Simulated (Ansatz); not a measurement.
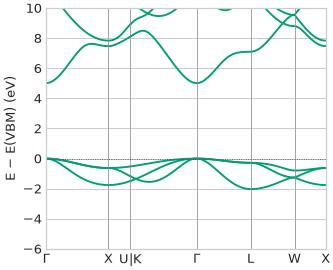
Figure: Band structure from plane-wave PAW PBEsol (Ansatz code)

Q: Read off the gap and where the band edges lie.

A: About 5.0 eV (5.01 eV by a search for the band edges); maximum at Γ, minimum at Γ.

The material is NaCl (rock salt, Fm-3m).

The PBEsol relaxation kept the symmetry of its start; phonons on a q-mesh show no instability.

Potentials: the later of the program's two PAW sets.
